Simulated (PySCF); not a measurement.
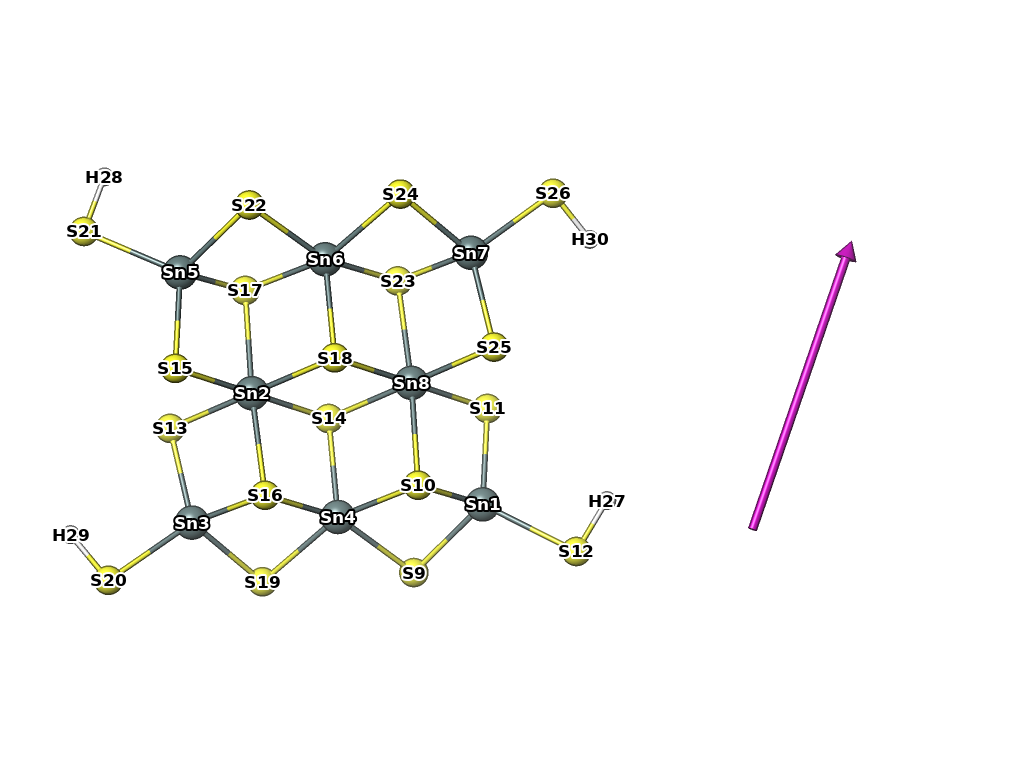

The arrow beside the molecule shows the direction of the dipole moment, from the negative to the positive end (its length means nothing). The computed structure is the end point of a GFN1-xTB optimisation. No frequency run is at hand to confirm it as a minimum. Method: PBE/def2-SVP, gas phase, core potentials on Sn (PySCF 2.14.0).

### Estimate the dipole moment.

1.57 D; it points from the side of S20 to the side of S26 (the outermost atoms at the two ends).

The geometry is semi-empirical. Around Sn such bond lengths and angles can be off by a tenth of an ångström or more and by several degrees, and values that hang on the shape move with them.
